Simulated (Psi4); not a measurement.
# A workflow on CH5AlO (SMILES [CH3][AlH][OH])

We compute a structure relaxation (HF/def2-TZVP), then the harmonic vibrations of CH5AlO. 

The calculation is run with Psi4 1.11.

**1. The molecule**

CH5AlO: 8 atoms, total charge 0, spin state singlet. As SMILES, `[CH3][AlH][OH]`. All atoms were displaced at random from a relaxed shape. The run starts from this shape.

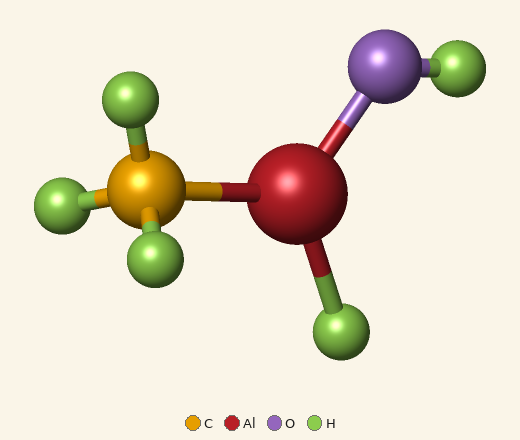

Viewed from a chosen angle; carbon amber, aluminium red, oxygen purple, hydrogen green.

**2. A geometry optimisation at HF/def2-TZVP (density fitting) (run 1)**

Contents of ch5alo.inp:

```
memory 1.6 GB

molecule m {
  0 1
  C
  Al 1 1.919197
  O 2 1.636021 1 120.10797
  H 1 1.122841 2 108.1317 3 115.7831
  H 1 1.115933 4 108.10794 2 125.52384
  H 1 1.162306 5 99.00676 4 -120.57657
  H 2 1.722868 3 119.59745 1 -179.30663
  H 3 0.939087 2 119.71886 7 1.88863
  units angstrom
}

set basis def2-TZVP
set geom_maxiter 60

energy_value = opt('hf')
print_variables()
```

Launch:

```bash
$ psi4 ch5alo.inp ch5alo.out -n 1
```

ch5alo.out:

```text
[...]
  Running in c1 symmetry.
[...]
  Nuclear repulsion =  100.056725760120514
[...]
  Multiplicity = 1
[...]
  Nalpha       = 16
  Nbeta        = 16
[...]
    Number of basis functions: 129
[...]
   @DF-RHF iter   1:  -357.47847701335996   -9.63471e-01   5.03581e-03 DIIS/ADIIS
[...]
   @DF-RHF iter   6:  -357.67531499890367   -5.22959e-12   5.50436e-09 DIIS
[...]
    Orbital Energies [Eh]
    ---------------------
    Doubly Occupied:
       1A    -58.451556     2A    -20.528633     3A    -11.187749
       4A     -4.868905     5A     -3.184952     6A     -3.183098
       7A     -3.181769     8A     -1.304575     9A     -0.919919
      10A     -0.688218    11A     -0.550091    12A     -0.540187
      13A     -0.532858    14A     -0.495562    15A     -0.476291
      16A     -0.406170
[...]
  @DF-RHF Final Energy:  -357.67531499890367
   => Energetics <=
    Nuclear Repulsion Energy =             99.2951337920172676
    One-Electron Energy =                -692.9398317573793520
    Two-Electron Energy =                 235.9693829664583689
    Total Energy =                       -357.6753149989036729
[...]
 Multipole Moments:
 ------------------------------------------------------------------------------------
     Multipole            Electronic (a.u.)      Nuclear  (a.u.)        Total (a.u.)
 ------------------------------------------------------------------------------------
 L = 1.  Multiply by 2.5417464519 to convert [e a0] to [Debye]
 Dipole X            :          0.0079963           -0.0092984           -0.0013021
 Dipole Y            :         -1.1017256            1.2560208            0.1542952
 Dipole Z            :          3.4600538           -3.2257694            0.2342843
 Magnitude           :                                                    0.2805314
[...]
  -Total Gradient:
     Atom            X                  Y                   Z
    ------   -----------------  -----------------  -----------------
       1        0.000002464849    -0.000014767347     0.000021983322
       2        0.000008557086     0.000034158291     0.000013392040
       3        0.000016062242    -0.000026010950    -0.000014809031
       4       -0.000017828231     0.000004814767    -0.000005043887
       5        0.000004031588    -0.000003799026    -0.000003109447
       6        0.000006053602     0.000004550430    -0.000014271428
       7        0.000000481879    -0.000011039791    -0.000001798790
       8       -0.000019823015     0.000012093625     0.000003657221
[...]
    Final optimized geometry and variables:
    Molecular point group: c1
    Full point group: C1
    Geometry (in Angstrom), charge = 0, multiplicity = 1:
    C
    AL            1    1.952023
    O             2    1.682959      1  118.592161
    H             1    1.088235      2  110.931225      3  118.872106
    H             1    1.085037      4  107.897707      2  123.251482
    H             1    1.088005      5  108.001681      4 -114.737950
    H             2    1.581555      3  118.344225      1  179.901254
    H             3    0.937414      2  126.965934      7    0.167920
  Variable Map:
  ----------------------------------------------------------------------------
[...]
```

On the terminal:

```text
Optimizer: Optimization complete!
```

Wall time 16 s (1 thread of Intel Xeon Platinum 8375C at 2.90GHz (Ice Lake), shared host); peak memory 0.3 GiB.

Step by step:

```csv
step,energy from the first frame kept (eV),largest force (eV/Å)
0,0.0000,2.5877
1,-0.3836,0.5468
2,-0.4013,0.1176
3,-0.4030,0.0566
4,-0.4039,0.0518
5,-0.4042,0.0276
6,-0.4042,0.0105
7,-0.4042,0.0019
```

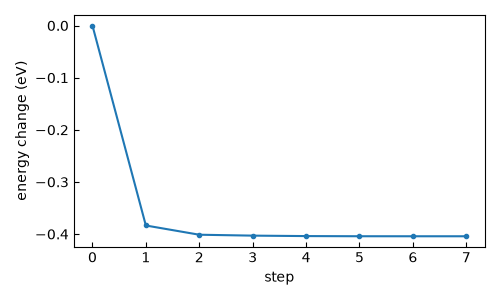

Energy along the run.

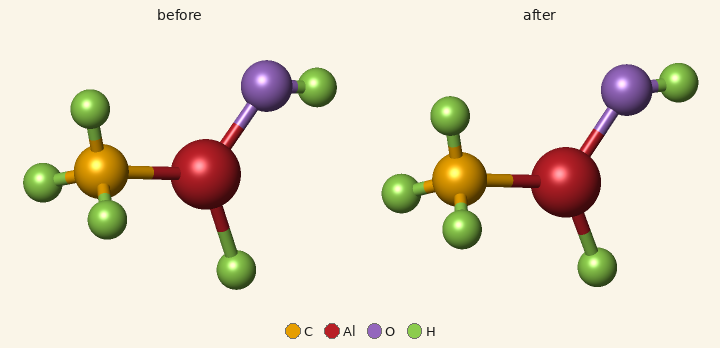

Before and after, at one scale.

After the run. Bond lengths: C1–Al2 1.952 Å, Al2–O3 1.683 Å, C1–H4 1.088 Å, C1–H5 1.085 Å, C1–H6 1.088 Å, Al2–H7 1.582 Å, O3–H8 0.937 Å. Angles: C1–Al2–O3 118.6°, C1–Al2–H7 123.1°, O3–Al2–H7 118.3°, Al2–C1–H4 110.9°, Al2–C1–H5 112.2°, Al2–C1–H6 111.1°, Al2–O3–H8 127.0°, H4–C1–H5 107.9°, H4–C1–H6 106.5°, H5–C1–H6 108.0°.

**3. Vibrational wavenumbers at HF/def2-TZVP (density fitting) (run 2)**

Contents of ch5alo.in:

```
memory 1600 mb

molecule mol {
  0 1
  C
  Al 1 r2
  O 2 r3 1 a3
  H 1 r4 2 a4 3 d4
  H 1 r5 4 a5 2 d5
  H 1 r6 5 a6 4 d6
  H 2 r7 3 a7 1 d7
  H 3 r8 2 a8 7 d8

  r2 = 1.952024
  r3 = 1.682959
  a3 = 118.59215
  r4 = 1.088235
  a4 = 110.93118
  d4 = 118.87213
  r5 = 1.085036
  a5 = 107.89773
  d5 = 123.25145
  r6 = 1.088005
  a6 = 108.00171
  d6 = -114.73799
  r7 = 1.581555
  a7 = 118.34423
  d7 = 179.90129
  r8 = 0.937415
  a8 = 126.96594
  d8 = 0.16792
}

set globals {
  t 298.15
  rotational_symmetry_number 1
}

e, wfn = freq('scf/def2-TZVP', return_wfn=True)
```

Launch:

```bash
$ psi4 -n 1 ch5alo.in ch5alo.out
```

ch5alo.out, shortened:

```text
[...]
  Running in c1 symmetry.
[...]
  Nuclear repulsion =   99.295117842587828
[...]
  Multiplicity = 1
[...]
  Nalpha       = 16
  Nbeta        = 16
[...]
    Number of basis functions: 129
[...]
   @DF-RHF iter   1:  -357.49224877352520   -9.59072e-01   5.06401e-03 ADIIS/DIIS
[...]
  -Total Gradient:
     Atom            X                  Y                   Z
    ------   -----------------  -----------------  -----------------
       1        0.000002653684    -0.000015571386     0.000021582735
       2        0.000008496908     0.000034244641     0.000013499588
       3        0.000016080937    -0.000025932832    -0.000015729870
       4       -0.000018054582     0.000004931565    -0.000005109890
       5        0.000004013192    -0.000003150291    -0.000002790586
       6        0.000006130608     0.000004595078    -0.000014287269
       7        0.000000508603    -0.000011050885    -0.000001803785
       8       -0.000019829350     0.000011934108     0.000004639075
[...]
   @DF-RHF iter  11:  -357.67531499939963   -6.53699e-12   4.02815e-09 DIIS
[...]
    Orbital Energies [Eh]
[...]
  @DF-RHF Final Energy:  -357.67531499939963
   => Energetics <=
    Nuclear Repulsion Energy =             99.2951178425878282
    One-Electron Energy =                -692.9397970380906600
    Two-Electron Energy =                 235.9693641961031858
    Total Energy =                       -357.6753149993996317
[...]
 Multipole Moments:
 ------------------------------------------------------------------------------------
     Multipole            Electronic (a.u.)      Nuclear  (a.u.)        Total (a.u.)
 ------------------------------------------------------------------------------------
[...]
  ==> Harmonic Vibrational Analysis <==
[...]
  Freq [cm^-1]                 40.9276             216.4142            373.2281
[...]
  IR activ [km/mol]             0.0552              7.0610             19.7778
[...]
  Freq [cm^-1]                 488.2632            569.3546            627.3504
[...]
  IR activ [km/mol]            222.0237            177.5124            28.8518
[...]
  Freq [cm^-1]                 723.3702            723.7127            793.8630
[...]
  Freq [cm^-1]                 918.1191           1344.1454           1560.1855
[...]
  Freq [cm^-1]                1564.4368           1982.1751           3132.3105
[...]
  Freq [cm^-1]                3184.2563           3216.6647           4228.7932
[...]
```

Standard output:

```text
Warning: used thermodynamics relations inappropriate for low-frequency modes: ['40.9276' '216.4142' '373.2281' '488.2632' '569.3546']
```

It took 1.7 min on 1 thread of Intel Xeon Platinum 8375C at 2.90GHz (Ice Lake), shared host; peak memory 0.4 GiB.

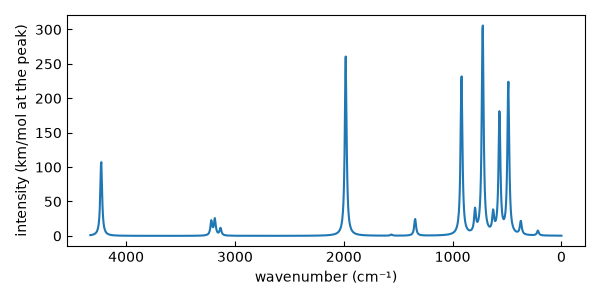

Harmonic infrared spectrum, unscaled, lines broadened by 10 cm⁻¹.

**4. What came out**

| quantity | value |
| --- | --- |
| run 1, HF/def2-TZVP: total energy at the end | -357.67531 Eh |
| run 1, HF/def2-TZVP: dipole moment | 0.71 D |
| run 1, HF/def2-TZVP: HOMO energy | -11.05 eV |
| run 1, HF/def2-TZVP: LUMO energy | 2.16 eV |
| run 1, HF/def2-TZVP: HOMO–LUMO gap | 13.21 eV |
| run 2, HF/def2-TZVP: lowest harmonic wavenumber | 41 cm⁻¹ |
| run 2, HF/def2-TZVP: highest harmonic wavenumber | 4229 cm⁻¹ |
| run 2, HF/def2-TZVP: zero-point energy | 153.6 kJ/mol |
| run 2, HF/def2-TZVP: ideal-gas entropy at 298.15 K (symmetry number 1 as used) | 72.6 cal/(mol K) |

The optimisation (run 1, HF/def2-TZVP) took 8 steps and changed the energy by -0.404 eV. All 18 modes (run 2, HF/def2-TZVP) are real, so the shape is a minimum at this level.
